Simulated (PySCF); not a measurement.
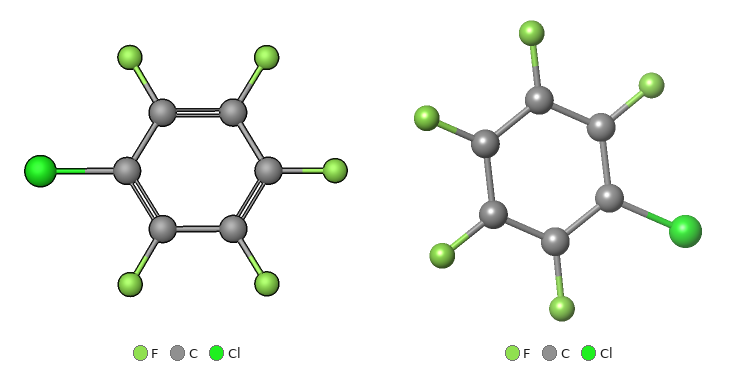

Both panels show the same species.

**Count the atoms of each element.**

C₆ClF₅, 12 atoms: 6 carbon, 1 chlorine and 5 fluorine.

**Count the bonded pairs by element.**

6 C–C, 5 C–F, 1 C–Cl.

**Name some functional groups or characteristic bonds that it holds.**

Among them: C–F bond, C–Cl bond.

**Write the SMILES.**

Fc1c(F)c(F)c(Cl)c(F)c1F

More results for the same structure follow; atom numbers are the same in all pictures, views and colours differ. The geometry was computed by an optimisation with PBE0-D3(BJ)/def2-SVP. No frequency run is at hand to confirm it as a minimum.

## Symmetry

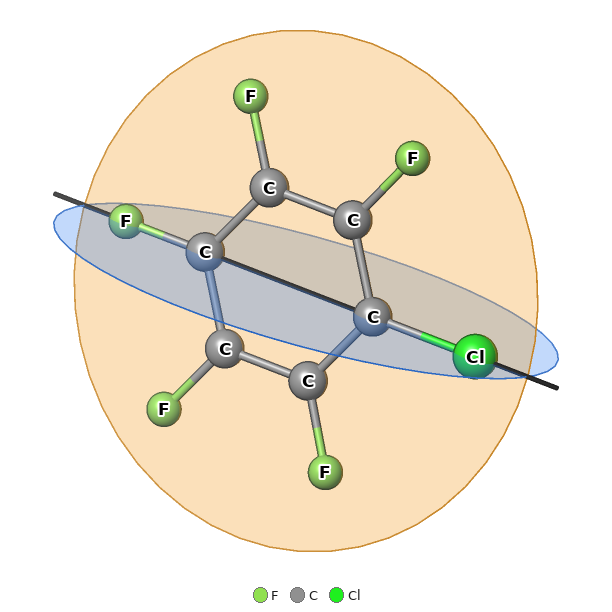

All proper rotation axes (lines) and mirror planes (discs) of the structure are drawn in. Distant atoms are faded towards the background colour. No frequency run is at hand to confirm it as a minimum.

**What is the order of each axis, and which point group results?**

It has 1 C2 axis and 2 mirror planes. Point group C2v. The group has 4 operations. The geometry is achiral, and symmetry allows a dipole moment.

## Excitation

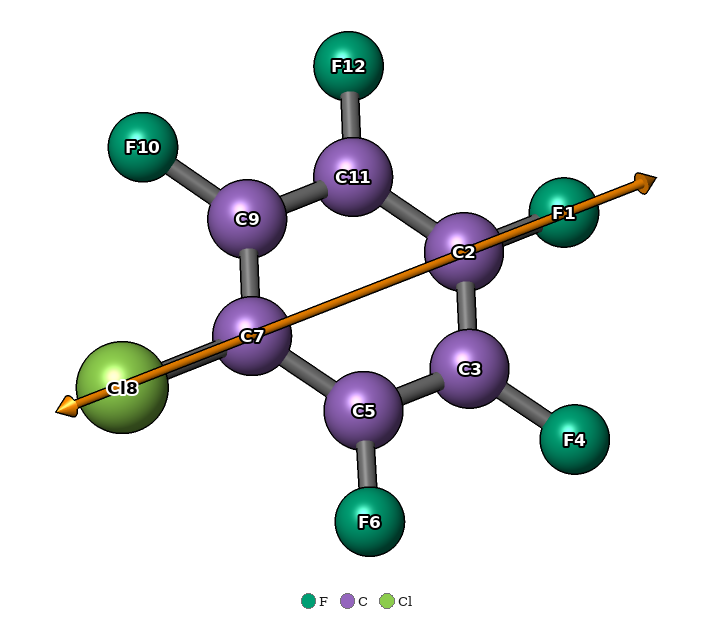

The double arrow shows the direction of the transition dipole to excited singlet state 4 (its length means nothing). No frequency run is at hand to confirm it as a minimum. Properties computed with TDDFT ωB97X-D/def2-SVPD, vertical, IEF-PCM chloroform (non-equilibrium linear response), core orbitals frozen in the response (PySCF 2.14.0).

**How is the transition polarised?**

In the molecular plane, nearly parallel to the F1–C2 bond.

**Where does the transition lie, and how strong is it?**

6.00 eV (207 nm), oscillator strength 0.11, mainly HOMO → LUMO (weight 0.75); transition dipole 2.15 D.

## NMR shielding

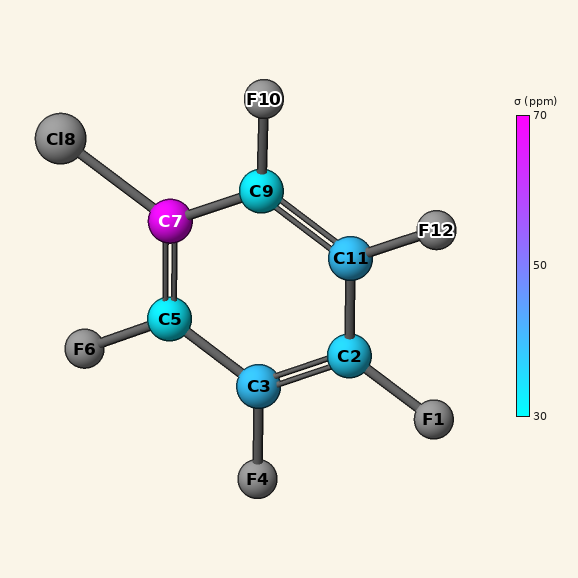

Atoms are coloured by their isotropic NMR shieldings (C only, the others grey). No frequency run is at hand to confirm it as a minimum. Level of theory: GIAO PBE0/pcSseg-1 NMR shielding, non-relativistic, IEF-PCM chloroform (PySCF 2.14.0).

**Which C atom is the most shielded (lowest chemical shift)?**

C7 (67.9 ppm).

**Which C atom is the least shielded (highest chemical shift)?**

C5, C9 (32.7 ppm).

**How wide is the range of C shifts?**

35.2 ppm.

Give the isotropic NMR shieldings of the C atoms atom by atom.

```csv
atom,σ (ppm)
C2,36.3
C3,39.0
C5,32.7
C7,67.9
C9,32.7
C11,39.0
```

## Charges

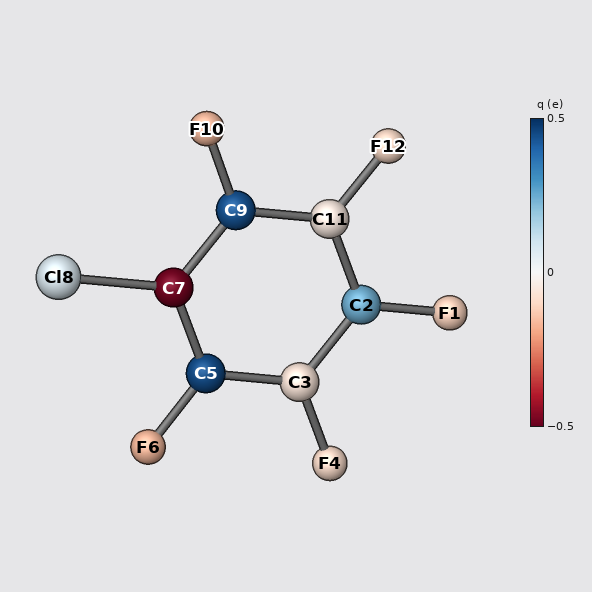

Atoms are coloured by their ESP-fitted charges. No frequency run is at hand to confirm it as a minimum. Method: PBE0/pcSseg-1 in chloroform (IEF-PCM) (PySCF 2.14.0).

**Which atom carries the highest charge (most positive or least negative)?**

C5, C9 (0.43 to 0.44 e).

**And the lowest?**

C7 (−0.48 e).

Give the ESP-fitted charges atom by atom.

```csv
atom,value (e)
F1,−0.11
C2,0.24
C3,−0.06
F4,−0.09
C5,0.44
F6,−0.16
C7,−0.48
Cl8,0.07
C9,0.43
F10,−0.15
C11,−0.05
F12,−0.09
```

## Ring current

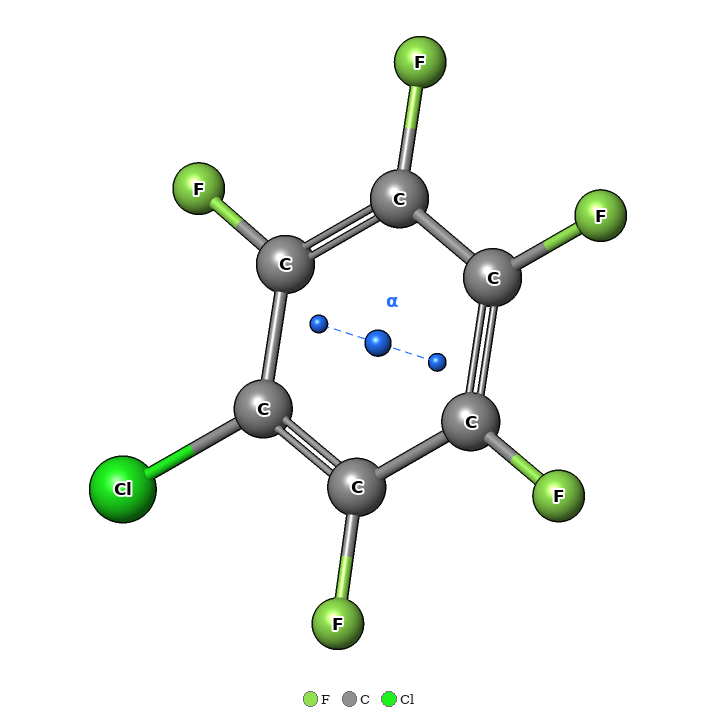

The small points mark where nucleus-independent chemical shifts (NICS) were computed: at the centre of each lettered ring and 1 Å above and below it. No frequency run is at hand to confirm it as a minimum. Level of theory: GIAO PBE0/pcSseg-1 NMR shielding, non-relativistic, IEF-PCM chloroform (PySCF 2.14.0).

Give NICS(0), NICS(1) and the out-of-plane component NICS(1)zz for each ring (means of the two sides).

| ring | members | NICS(0) | NICS(1) | NICS(1)zz |
| --- | --- | --- | --- | --- |
| α | C6 | −15.9 | −11.6 | −23.0 |

Values in ppm.

**What do the values say about the ring currents?**

Ring α: diatropic, as in an aromatic ring. NICS is one index among several.
